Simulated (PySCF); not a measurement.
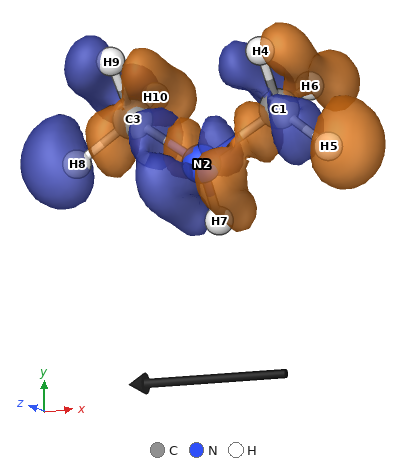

Figure 1: C₂H₇N, SMILES `CNC`. Change of the electron density in a uniform field of 0.21 V/Å along −x (arrow), surfaces at ±0.002 e/Å³ (orange: gain, blue: loss).

Computed with PySCF, B3LYP/def2-SVPD, geometry: GFN2-xTB. No frequency check shows the geometry to be a minimum.

Input

```python
import numpy as np
from pyscf import gto, scf, dft
from pyscf.scf import atom_ks, atom_hf
from scipy.linalg import block_diag

def solve(mol, dm0=None, hcore=None):
    mf = (dft.UKS if mol.spin else dft.RKS)(mol, xc='b3lyp')
    mf.grids.level = 3
    mf = mf.density_fit(auxbasis='def2-universal-jkfit')
    mf.conv_tol, mf.max_cycle = 1e-8, 80
    if hcore is not None:
        mf.get_hcore = lambda *args: hcore
    mf.kernel(dm0)
    if not mf.converged:
        mf = mf.newton().run(mf.mo_coeff, mf.mo_occ, max_cycle=30)
    assert mf.converged, 'SCF not converged'
    return mf

mol = gto.M(atom='''
C      1.20535     0.22328    -0.02066
N     -0.00003    -0.56063     0.15026
C     -1.20531     0.22332    -0.02065
H      1.23104     0.99282     0.75155
H      2.07118    -0.42437     0.10516
H      1.27330     0.71907    -1.00200
H     -0.00021    -1.33037    -0.51339
H     -2.07116    -0.42431     0.10517
H     -1.23098     0.99286     0.75156
H     -1.27325     0.71911    -1.00199
''', basis='def2-svpd', charge=0, spin=0, verbose=4)
field = np.array([0.004, 0.0, 0.0])  # atomic units
mol.set_common_orig(mol.atom_charges() @ mol.atom_coords() / mol.atom_charges().sum())
mf = solve(mol)
out = dict(dm0=mf.make_rdm1(), d0=mf.dip_moment(unit='AU'), e0=mf.e_tot)
for name, sign in (('p', 1), ('m', -1)):
    h = mf.get_hcore() + sign * np.einsum('x,xij->ij', field, mol.intor('int1e_r'))
    mi = solve(mol, mf.make_rdm1(), h)
    out.update({'dm' + name: mi.make_rdm1(), 'd' + name: mi.dip_moment(unit='AU'), 'e' + name: mi.e_tot})
# spherically averaged free atoms, for the promolecule
atm = atom_ks.get_atm_nrks(mol, xc='b3lyp')
pro = block_diag(*[(atm[a[0]][2] * atm[a[0]][3]) @ atm[a[0]][2].T for a in mol._atom])
np.savez('result.npz', pro=pro, **out)
```

Launched as:

```sh
OMP_NUM_THREADS=1 python input.py
```

The run took 13 s on 1 thread of Intel(R) Xeon(R) Platinum 8488C (Sapphire Rapids) (shared host), peak memory 0.49 GiB.

Partitions, critical points and surface values were worked out afterwards from this run's density.

The field was applied in both directions; the picture shows the one opposite to the script's first.

How large is the response?

Answer. The induced dipole is 0.42 D (along the field); α along this axis, from the fields in both directions, is 42 bohr³ (6.2 Å³).
